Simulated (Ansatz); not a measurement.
Geometry relaxation, with input and output: SnH5ClO (part 1 of 3)

The run: geometry relaxation of SnH5ClO. Method and program: RHF/def2-SVP (Ansatz 0.2.0).

It belongs to a series of runs on one base structure; here: end point B relaxed. Figures and captions count atoms from 1; the log counts them from 0 in places.

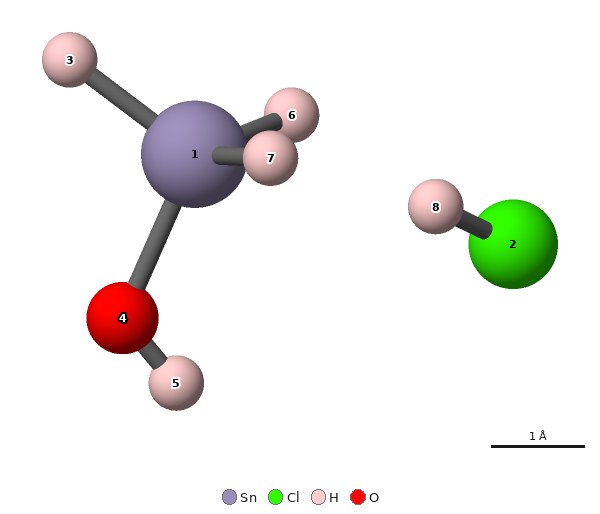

The input geometry (ball-and-stick view, seen at a tilt; atoms are numbered from 1 in the order of the input). Sticks mark near contacts. Bond lengths as drawn: Cl–H 1.32 Å, H–O 0.94 Å, H–Sn 1.70 to 1.73 Å and O–Sn 1.97 Å.

## Key numbers

```tsv
quantity	value
outcome	converged
total energy	−20419.5146 eV
mean-field energy	−20419.5146 eV
largest force (length of the vector) at the end	0.010 eV/Å
hardware	1 thread of Arm Neoverse V2, 24 GiB of memory available, shared host
wall time	80 s
peak memory	0.16 GiB
```

## Input
```yaml
crystal:
  periodic: [false, false, false]
  atoms:
    - { symbol: Sn, position_ang: [0.351964, 0.309567, -0.449488] }
    - { symbol: Cl, position_ang: [-0.593852, 0.419463, 3.045878] }
    - { symbol: H, position_ang: [1.40929, 0.095357, -1.765144] }
    - { symbol: O, position_ang: [-1.136466, 1.35149, -1.210684] }
    - { symbol: H, position_ang: [-1.913475, 1.46356, -0.685958] }
    - { symbol: H, position_ang: [-0.228282, -1.159265, 0.177241] }
    - { symbol: H, position_ang: [1.124601, 1.264101, 0.771766] }
    - { symbol: H, position_ang: [0.40872, 1.072227, 2.485788] }
basis:
  gaussian: { orbitals: def2-SVP }
hamiltonian:
  xc: hf
relax:
  f_tol: 0.03
  max_steps: 50
output:
  orbitals: {}
```

Command:
```bash
ansatz run input.yaml --threads 1 --pin off --max-ram 2048MiB --backend cpu --events-out ev --progress --plain --runs-dir out
```

## What the program printed
```
The last accepted step is kept in [file] (removed where the run ends without a failure and the disk answers)
Engine: ansatz 0.2.0, aarch64-unknown-linux-gnu
Functional definition: HF
  exchange = exact_x
  correlation = 0
954 factors; integrals over basis functions are off by at most 3.0e-4 eV
mean field evaluation 1: about -20415.8825 eV, gradient 3.7e1 eV
mean field evaluation 2: about -20415.9612 eV, gradient 3.7e1 eV
mean field evaluation 4: about -20419.0132 eV, gradient 2.6e0 eV
mean field evaluation 8: about -20419.0471 eV, gradient 1.2e-4 eV
mean field -20419.04714541 eV, -750.3861420665 hartree, gradient 2.8e-5 eV, S^2 0.000000; 0 other end points of the search recorded, 0 dependent functions left out
the calculation of the forces begins
reference -20419.04714541 eV, -750.3861420665 hartree; 26, 26 occupied and 57, 57 virtual orbitals, 954 factors
relax step   1: F+E_penalty+E_count = -20419.04714541 eV  Δ(F+E_penalty+E_count) = +0.000e0 eV  max|allowed force component| = 1.192e0 eV/Å  Δτ_max = 0.0000 Å  (34 SCF iters, accepted)
these checks for a lower state are left out or cut short: starts, cluster_reference, orbital_swaps, neighbouring_geometries, increment
954 factors; integrals over basis functions are off by at most 3.0e-4 eV
mean field evaluation 16: about -20419.1705 eV, gradient 6.2e-3 eV
mean field -20419.17052132 eV, -750.3906760476 hartree, gradient 7.7e-5 eV, S^2 0.000000; 0 other end points of the search recorded, 0 dependent functions left out
[... from here on the field's lines of each further geometry are left out, up to the last ...]
relax step   2: F+E_penalty+E_count = -20419.17052132 eV  Δ(F+E_penalty+E_count) = -1.234e-1 eV  max|allowed force component| = 5.269e-1 eV/Å  Δτ_max = 0.1914 Å  (33 SCF iters, accepted)
relax step   3: F+E_penalty+E_count = -20419.19555475 eV  Δ(F+E_penalty+E_count) = -2.503e-2 eV  max|allowed force component| = 4.782e-1 eV/Å  Δτ_max = 0.1634 Å  (32 SCF iters, accepted)
relax step   4: F+E_penalty+E_count = -20419.22748514 eV  Δ(F+E_penalty+E_count) = -3.193e-2 eV  max|allowed force component| = 8.610e-2 eV/Å  Δτ_max = 0.2000 Å  (33 SCF iters, accepted)
relax step   5: F+E_penalty+E_count = -20419.23916049 eV  Δ(F+E_penalty+E_count) = -1.168e-2 eV  max|allowed force component| = 7.342e-2 eV/Å  Δτ_max = 0.1999 Å  (32 SCF iters, accepted)
relax step   6: F+E_penalty+E_count = -20419.24332099 eV  Δ(F+E_penalty+E_count) = -4.161e-3 eV  max|allowed force component| = 7.455e-2 eV/Å  Δτ_max = 0.1116 Å  (32 SCF iters, accepted)
relax step   7: F+E_penalty+E_count = -20419.24406762 eV  Δ(F+E_penalty+E_count) = -7.466e-4 eV  max|allowed force component| = 1.308e-1 eV/Å  Δτ_max = 0.0170 Å  (34 SCF iters, accepted)
relax step   8: F+E_penalty+E_count = -20419.21714300 eV  Δ(F+E_penalty+E_count) = +2.692e-2 eV  max|allowed force component| = 1.276e0 eV/Å  Δτ_max = 0.1950 Å  (32 SCF iters, rejected (line search))
relax step   9: F+E_penalty+E_count = -20419.24722422 eV  Δ(F+E_penalty+E_count) = -3.157e-3 eV  max|allowed force component| = 2.787e-2 eV/Å  Δτ_max = 0.0973 Å  (31 SCF iters, accepted)
relax step  10: F+E_penalty+E_count = -20419.24875418 eV  Δ(F+E_penalty+E_count) = -1.530e-3 eV  max|allowed force component| = 3.804e-1 eV/Å  Δτ_max = 0.0975 Å  (32 SCF iters, accepted)
relax step  11: F+E_penalty+E_count = -20419.25326778 eV  Δ(F+E_penalty+E_count) = -4.514e-3 eV  max|allowed force component| = 3.923e-1 eV/Å  Δτ_max = 0.1463 Å  (32 SCF iters, accepted)
relax step  12: F+E_penalty+E_count = -20419.25466027 eV  Δ(F+E_penalty+E_count) = -1.392e-3 eV  max|allowed force component| = 1.934e-1 eV/Å  Δτ_max = 0.0840 Å  (33 SCF iters, accepted)
relax step  13: F+E_penalty+E_count = -20419.25667411 eV  Δ(F+E_penalty+E_count) = -2.014e-3 eV  max|allowed force component| = 5.736e-1 eV/Å  Δτ_max = 0.1951 Å  (32 SCF iters, accepted)
relax step  14: F+E_penalty+E_count = -20419.27328011 eV  Δ(F+E_penalty+E_count) = -1.661e-2 eV  max|allowed force component| = 7.294e-2 eV/Å  Δτ_max = 0.1704 Å  (37 SCF iters, accepted)
relax step  15: F+E_penalty+E_count = -20419.27443762 eV  Δ(F+E_penalty+E_count) = -1.158e-3 eV  max|allowed force component| = 3.102e-1 eV/Å  Δτ_max = 0.1948 Å  (36 SCF iters, accepted)
relax step  16: F+E_penalty+E_count = -20419.28003519 eV  Δ(F+E_penalty+E_count) = -5.598e-3 eV  max|allowed force component| = 2.013e-1 eV/Å  Δτ_max = 0.0453 Å  (36 SCF iters, accepted)
relax step  17: F+E_penalty+E_count = -20419.28402578 eV  Δ(F+E_penalty+E_count) = -3.991e-3 eV  max|allowed force component| = 9.934e-2 eV/Å  Δτ_max = 0.0874 Å  (36 SCF iters, accepted)
relax step  18: F+E_penalty+E_count = -20419.28518815 eV  Δ(F+E_penalty+E_count) = -1.162e-3 eV  max|allowed force component| = 1.324e-1 eV/Å  Δτ_max = 0.0722 Å  (37 SCF iters, accepted)
relax step  19: F+E_penalty+E_count = -20419.28598002 eV  Δ(F+E_penalty+E_count) = -7.919e-4 eV  max|allowed force component| = 1.826e-1 eV/Å  Δτ_max = 0.0496 Å  (36 SCF iters, accepted)
relax step  20: F+E_penalty+E_count = -20419.28906641 eV  Δ(F+E_penalty+E_count) = -3.086e-3 eV  max|allowed force component| = 1.179e-2 eV/Å  Δτ_max = 0.0756 Å  (37 SCF iters, accepted)
relax step  21: F+E_penalty+E_count = -20419.28958446 eV  Δ(F+E_penalty+E_count) = -5.181e-4 eV  max|allowed force component| = 2.527e-1 eV/Å  Δτ_max = 0.1098 Å  (36 SCF iters, accepted)
relax step  22: F+E_penalty+E_count = -20419.29036897 eV  Δ(F+E_penalty+E_count) = -7.845e-4 eV  max|allowed force component| = 2.097e-1 eV/Å  Δτ_max = 0.0616 Å  (37 SCF iters, accepted)
relax step  23: F+E_penalty+E_count = -20419.29157996 eV  Δ(F+E_penalty+E_count) = -1.211e-3 eV  max|allowed force component| = 8.959e-2 eV/Å  Δτ_max = 0.0257 Å  (36 SCF iters, accepted)
relax step  24: F+E_penalty+E_count = -20419.29390365 eV  Δ(F+E_penalty+E_count) = -2.324e-3 eV  max|allowed force component| = 2.228e-2 eV/Å  Δτ_max = 0.1199 Å  (36 SCF iters, accepted)
relax step  25: F+E_penalty+E_count = -20419.29466029 eV  Δ(F+E_penalty+E_count) = -7.566e-4 eV  max|allowed force component| = 7.639e-2 eV/Å  Δτ_max = 0.0580 Å  (37 SCF iters, accepted)
relax step  26: F+E_penalty+E_count = -20419.26990051 eV  Δ(F+E_penalty+E_count) = +2.476e-2 eV  max|allowed force component| = 1.042e0 eV/Å  Δτ_max = 0.1864 Å  (37 SCF iters, rejected (line search))
relax step  27: F+E_penalty+E_count = -20419.29747619 eV  Δ(F+E_penalty+E_count) = -2.816e-3 eV  max|allowed force component| = 6.783e-2 eV/Å  Δτ_max = 0.0932 Å  (36 SCF iters, accepted)
relax step  28: F+E_penalty+E_count = -20419.29913694 eV  Δ(F+E_penalty+E_count) = -1.661e-3 eV  max|allowed force component| = 3.268e-1 eV/Å  Δτ_max = 0.0986 Å  (36 SCF iters, accepted)
relax step  29: F+E_penalty+E_count = -20419.30106728 eV  Δ(F+E_penalty+E_count) = -1.930e-3 eV  max|allowed force component| = 6.486e-1 eV/Å  Δτ_max = 0.1434 Å  (36 SCF iters, accepted)
relax step  30: F+E_penalty+E_count = -20419.30512797 eV  Δ(F+E_penalty+E_count) = -4.061e-3 eV  max|allowed force component| = 9.077e-1 eV/Å  Δτ_max = 0.1928 Å  (36 SCF iters, accepted)
relax step  31: F+E_penalty+E_count = -20419.37656297 eV  Δ(F+E_penalty+E_count) = -7.143e-2 eV  max|allowed force component| = 2.251e-1 eV/Å  Δτ_max = 0.2000 Å  (36 SCF iters, accepted)
relax step  32: F+E_penalty+E_count = -20419.42667816 eV  Δ(F+E_penalty+E_count) = -5.012e-2 eV  max|allowed force component| = 3.305e-1 eV/Å  Δτ_max = 0.2000 Å  (36 SCF iters, accepted)
relax step  33: F+E_penalty+E_count = -20419.33199161 eV  Δ(F+E_penalty+E_count) = +9.469e-2 eV  max|allowed force component| = 3.095e0 eV/Å  Δτ_max = 0.1949 Å  (37 SCF iters, rejected (line search))
relax step  34: F+E_penalty+E_count = -20419.45733233 eV  Δ(F+E_penalty+E_count) = -3.065e-2 eV  max|allowed force component| = 1.946e-1 eV/Å  Δτ_max = 0.0974 Å  (36 SCF iters, accepted)
relax step  35: F+E_penalty+E_count = -20419.48314421 eV  Δ(F+E_penalty+E_count) = -2.581e-2 eV  max|allowed force component| = 1.561e-1 eV/Å  Δτ_max = 0.0999 Å  (36 SCF iters, accepted)
relax step  36: F+E_penalty+E_count = -20419.50446731 eV  Δ(F+E_penalty+E_count) = -2.132e-2 eV  max|allowed force component| = 2.684e-1 eV/Å  Δτ_max = 0.1500 Å  (34 SCF iters, accepted)
relax step  37: F+E_penalty+E_count = -20419.51210101 eV  Δ(F+E_penalty+E_count) = -7.634e-3 eV  max|allowed force component| = 8.165e-2 eV/Å  Δτ_max = 0.1107 Å  (36 SCF iters, accepted)
relax step  38: F+E_penalty+E_count = -20419.50511820 eV  Δ(F+E_penalty+E_count) = +6.983e-3 eV  max|allowed force component| = 2.538e-1 eV/Å  Δτ_max = 0.0482 Å  (36 SCF iters, rejected (line search))
relax step  39: F+E_penalty+E_count = -20419.51382756 eV  Δ(F+E_penalty+E_count) = -1.727e-3 eV  max|allowed force component| = 3.775e-2 eV/Å  Δτ_max = 0.0241 Å  (37 SCF iters, accepted)
relax step  40: F+E_penalty+E_count = -20419.51069232 eV  Δ(F+E_penalty+E_count) = +3.135e-3 eV  max|allowed force component| = 5.884e-1 eV/Å  Δτ_max = 0.0503 Å  (36 SCF iters, rejected (line search))
the calculation of the forces begins
reference -20419.51460990 eV, -750.4033210698 hartree; 26, 26 occupied and 57, 57 virtual orbitals, 952 factors
relax step  41: F+E_penalty+E_count = -20419.51460990 eV  Δ(F+E_penalty+E_count) = -7.823e-4 eV  max|allowed force component| = 9.048e-3 eV/Å  Δτ_max = 0.0251 Å  (37 SCF iters, accepted)
952 factors; integrals over basis functions are off by at most 4.0e-4 eV
mean field evaluation 352: about -20418.5796 eV, gradient 2.3e1 eV
```

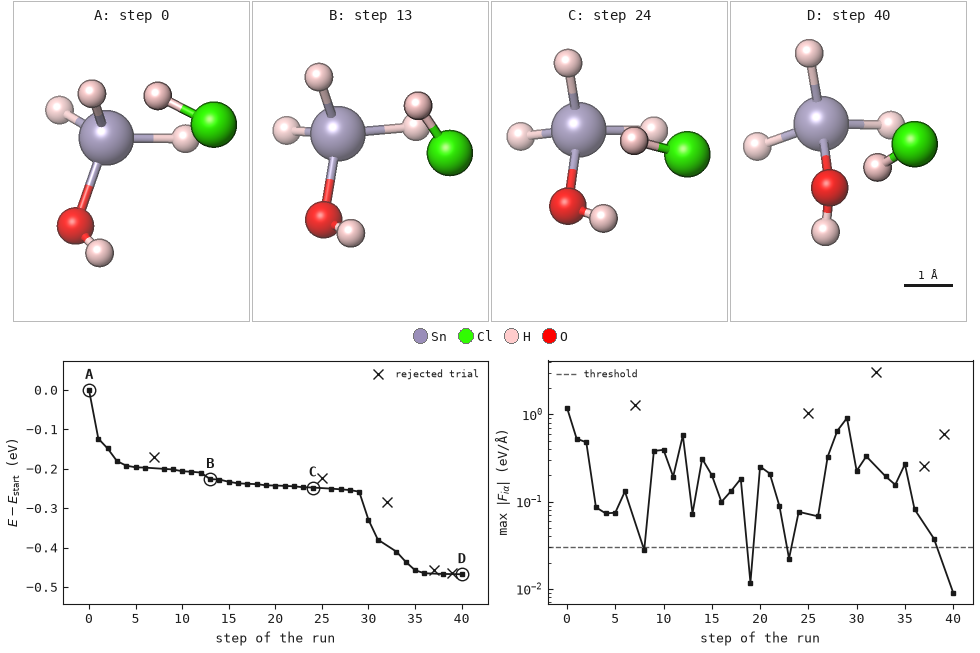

Frames of the relaxation (ball-and-stick view, seen at a tilt) above the curves, on which the letters mark them (the first geometry is step 0 here and step 1 in the log).

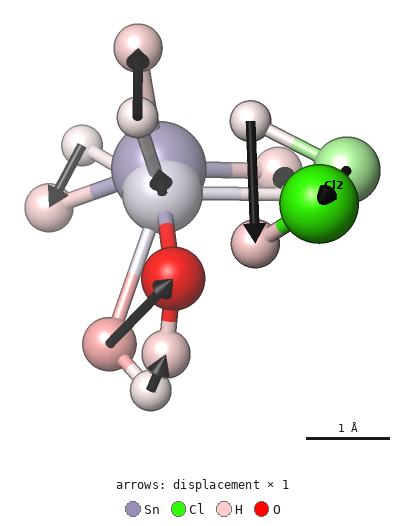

Start (faint) and end (solid) with the displacements as black arrows, at true length (ball-and-stick view, seen at a tilt). The two geometries are laid on each other by the best rigid fit. The energy falls by 0.467 eV in 40 geometry steps. Largest force component: 1.2 eV/Å at the start, 0.009 eV/Å at the end. The line search rejected the trial steps at points 7, 25, 32, 37, 39 (counted from 0) and went back. The atom that moves furthest after the best rigid fit is H8 (1.49 Å). Largest moves by element: H 1.49 Å, O 1.44 Å, Cl 0.97 Å, Sn 0.40 Å. Distances before and after: Sn1–H7 1.732 → 1.697 Å, Cl2–H8 1.321 → 1.290 Å, Sn1–O4 1.970 → 1.991 Å, Sn1–H3 1.701 → 1.707 Å. Among the angles that change: O4–Sn1–H7 108.5° → 103.9°, H3–Sn1–H7 109.7° → 113.1°, H3–Sn1–O4 103.7° → 106.9°. (Atoms are counted from 1 in the order of the input.)

```
mean field -20419.51460990 eV, -750.4033210698 hartree, gradient 1.7e-5 eV, S^2 0.000000; 1 other end points of the search recorded, 0 dependent functions left out
the calculation of the forces begins
reference -20419.51460990 eV, -750.4033210698 hartree; 26, 26 occupied and 57, 57 virtual orbitals, 952 factors
Total energy: -20419.51460990 eV, -750.4033210698 hartree
Atom 0 at     0.621934     0.139649    -0.637661 Å, force     0.000787    -0.002732     0.004993 eV/Å
Atom 1 at    -0.777228     1.150814     3.398309 Å, force    -0.000510     0.001946    -0.008441 eV/Å
Atom 2 at     0.717856     0.678619    -2.254300 Å, force    -0.003271     0.001377     0.003418 eV/Å
Atom 3 at    -0.810632     1.205370     0.244155 Å, force     0.004185    -0.009048     0.000157 eV/Å
Atom 4 at    -1.620937     1.351510    -0.220462 Å, force     0.001730     0.005089    -0.000082 eV/Å
Atom 5 at     0.165618    -1.499457    -0.547292 Å, force     0.000468    -0.000238    -0.003500 eV/Å
Atom 6 at     2.012215     0.498252     0.266142 Å, force    -0.001712     0.002532    -0.002404 eV/Å
Atom 7 at    -0.886326     1.291743     2.120509 Å, force    -0.001679     0.001073     0.005858 eV/Å
Dipole moment:     0.092981    -0.204266    -0.892250 e Å
```

## Trajectory as extended XYZ (Å, eV, eV/Å), 41 frames, from step=1 to step=41
```
8
Properties=species:S:1:pos:R:3:forces:R:3 step=1 energy=-20419.04715
Sn    0.3520    0.3096   -0.4495    0.1998   0.1375  -0.2091
Cl   -0.5939    0.4195    3.0459    0.9920   0.7644  -0.3338
H     1.4093    0.0954   -1.7651    0.0087   0.0001  -0.0116
O    -1.1365    1.3515   -1.2107    0.0305  -0.0314   0.1010
H    -1.9135    1.4636   -0.6860   -0.0327   0.0171  -0.0057
H    -0.2283   -1.1593    0.1772    0.0064  -0.0272   0.0004
H     1.1246    1.2641    0.7718   -0.0123  -0.1136  -0.3663
H     0.4087    1.0722    2.4858   -1.1924  -0.7469   0.8251
8
Properties=species:S:1:pos:R:3:forces:R:3 step=2 energy=-20419.17052
Sn    0.3747    0.3039   -0.5322   -0.0854   0.0039  -0.0115
Cl   -0.6417    0.4602    3.2266    0.4709   0.3275  -0.2392
H     1.4338    0.0893   -1.8336   -0.0102  -0.0600  -0.1950
O    -1.1420    1.3538   -1.2231    0.0063  -0.0337  -0.0122
H    -1.9066    1.4582   -0.6775    0.0414  -0.0191  -0.0174
H    -0.2078   -1.1520    0.1410    0.0417   0.0217  -0.0604
H     1.1675    1.2583    0.6386    0.0620   0.0550   0.1145
H     0.3444    1.0448    2.6295   -0.5269  -0.2952   0.4210
8
Properties=species:S:1:pos:R:3:forces:R:3 step=3 energy=-20419.19555
Sn    0.3805    0.3005   -0.5754   -0.1368  -0.0093   0.0781
Cl   -0.6752    0.4685    3.2787    0.4444   0.2889  -0.1881
H     1.4317    0.0825   -1.8812   -0.0154  -0.0665  -0.2201
O    -1.1449    1.3508   -1.2463   -0.0132  -0.0295  -0.0392
H    -1.9057    1.4508   -0.6941    0.0648  -0.0265  -0.0224
H    -0.2002   -1.1532    0.1082    0.0456   0.0207  -0.0770
H     1.1769    1.2526    0.5883    0.0887   0.0845   0.1783
H     0.3594    1.0640    2.7911   -0.4782  -0.2622   0.2904
8
Properties=species:S:1:pos:R:3:forces:R:3 step=4 energy=-20419.22748
Sn    0.3936    0.3011   -0.6200   -0.0163  -0.0520  -0.0169
Cl   -0.7065    0.4858    3.3735    0.0687   0.0595  -0.0374
H     1.3944    0.0719   -1.9734   -0.0222  -0.0136  -0.0619
O    -1.1399    1.3422   -1.2826   -0.0363   0.0029  -0.0006
H    -1.8900    1.4424   -0.7169    0.0201  -0.0024  -0.0176
H    -0.1732   -1.1646    0.0470    0.0197   0.0049  -0.0248
H     1.2018    1.2386    0.5547    0.0486   0.0404   0.0861
H     0.3424    1.0991    2.9873   -0.0822  -0.0397   0.0731
8
Properties=species:S:1:pos:R:3:forces:R:3 step=5 energy=-20419.23916
Sn    0.4101    0.2932   -0.6619   -0.0082  -0.0031  -0.0612
Cl   -0.7881    0.5738    3.3984    0.0662   0.0363  -0.0375
H     1.3531    0.0899   -2.0645    0.0034  -0.0013   0.0205
O    -1.1443    1.3290   -1.2892    0.0115  -0.0205   0.0372
H    -1.8815    1.4244   -0.7070   -0.0111   0.0100   0.0090
H    -0.1252   -1.1932   -0.0139    0.0044   0.0063  -0.0044
H     1.2404    1.2102    0.5211    0.0072  -0.0039  -0.0004
H     0.3579    1.0892    3.1864   -0.0734  -0.0238   0.0368
8
Properties=species:S:1:pos:R:3:forces:R:3 step=6 energy=-20419.24332
Sn    0.4195    0.2845   -0.6897   -0.0199  -0.0118  -0.0241
Cl   -0.8184    0.5827    3.3883   -0.0745  -0.0291  -0.0213
H     1.3376    0.0876   -2.1084    0.0046  -0.0022  -0.0016
O    -1.1510    1.3167   -1.2810   -0.0234  -0.0031   0.0465
H    -1.8640    1.4359   -0.6725    0.0257  -0.0015  -0.0145
H    -0.1008   -1.2059   -0.0381    0.0076   0.0052  -0.0054
H     1.2699    1.1983    0.4800    0.0106   0.0028   0.0119
H     0.3297    1.1167    3.2908    0.0693   0.0399   0.0087
8
Properties=species:S:1:pos:R:3:forces:R:3 step=7 energy=-20419.24407
Sn    0.4205    0.2821   -0.6895   -0.0093  -0.0106  -0.0271
Cl   -0.8232    0.5846    3.3722   -0.1308  -0.0554  -0.0174
H     1.3340    0.0904   -2.1117    0.0060  -0.0027  -0.0051
O    -1.1520    1.3149   -1.2735    0.0064  -0.0055   0.0147
H    -1.8591    1.4399   -0.6606   -0.0109   0.0042   0.0171
H    -0.0954   -1.2113   -0.0423    0.0043   0.0016  -0.0010
H     1.2750    1.1932    0.4793    0.0097   0.0025   0.0136
H     0.3227    1.1228    3.2956    0.1245   0.0660   0.0052
8
Properties=species:S:1:pos:R:3:forces:R:3 step=8 energy=-20419.21714 accepted=F
Sn    0.4391    0.2645   -0.7109   -0.0381   0.0063  -0.0007
Cl   -0.8813    0.6151    3.1885    1.2511   0.6185   0.3013
H     1.2908    0.1009   -2.1776   -0.0011   0.0186   0.0326
O    -1.1642    1.2956   -1.2128   -0.0566   0.0169   0.0782
H    -1.8223    1.4580   -0.5527    0.0912  -0.0276  -0.0536
H    -0.0428   -1.2460   -0.0786    0.0032  -0.0190  -0.0051
H     1.3247    1.1498    0.4557    0.0264  -0.0007  -0.0459
H     0.2786    1.1786    3.4578   -1.2759  -0.6129  -0.3068
8
Properties=species:S:1:pos:R:3:forces:R:3 step=9 energy=-20419.24722
Sn    0.4275    0.2708   -0.7075   -0.0035  -0.0146   0.0107
Cl   -0.8305    0.5601    3.3486   -0.0228  -0.0040  -0.0248
H     1.3245    0.0928   -2.1422   -0.0073   0.0045  -0.0105
O    -1.1540    1.3114   -1.2522   -0.0171   0.0095   0.0279
H    -1.8373    1.4570   -0.6161    0.0253  -0.0099  -0.0094
H    -0.0818   -1.2293   -0.0708    0.0040  -0.0040  -0.0052
H     1.2999    1.1640    0.4626    0.0058   0.0047   0.0027
H     0.2743    1.1897    3.3470    0.0157   0.0139   0.0086
8
Properties=species:S:1:pos:R:3:forces:R:3 step=10 energy=-20419.24875
Sn    0.4398    0.2530   -0.7117   -0.0139   0.0356  -0.0056
Cl   -0.8489    0.5487    3.2573    0.3660   0.2576   0.0332
H     1.2994    0.1076   -2.1745   -0.0059  -0.0062   0.0137
O    -1.1495    1.3090   -1.2035   -0.0348   0.0130   0.0348
H    -1.8063    1.4704   -0.5434    0.0409  -0.0194  -0.0160
H    -0.0632   -1.2581   -0.0981    0.0163  -0.0096  -0.0011
H     1.3350    1.1295    0.4551    0.0120  -0.0221  -0.0125
H     0.2162    1.2563    3.3881   -0.3804  -0.2490  -0.0465
```
